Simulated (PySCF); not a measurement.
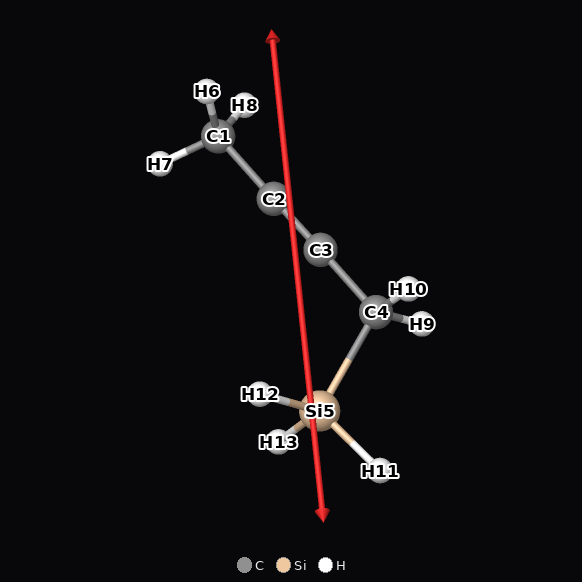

The double arrow shows the direction of the transition dipole to excited singlet state 4 (its length means nothing). The geometry was computed by an optimisation with GFN2-xTB. No frequency run is at hand to confirm it as a minimum. Level of theory: TDDFT PBE0/def2-SVPD, vertical, gas phase, core orbitals frozen in the response (PySCF 2.14.0).

**How is the transition polarised?**

Close to the long direction C1···Si5.

**Where does the transition lie, and how strong is it?**

6.68 eV (186 nm), oscillator strength 0.064, of mixed character, with the largest part HOMO → LUMO+1 (weight 0.49); transition dipole 1.59 D.

The geometry is semi-empirical. Around Si such bond lengths and angles can be off by a tenth of an ångström or more and by several degrees, and values that hang on the shape move with them.
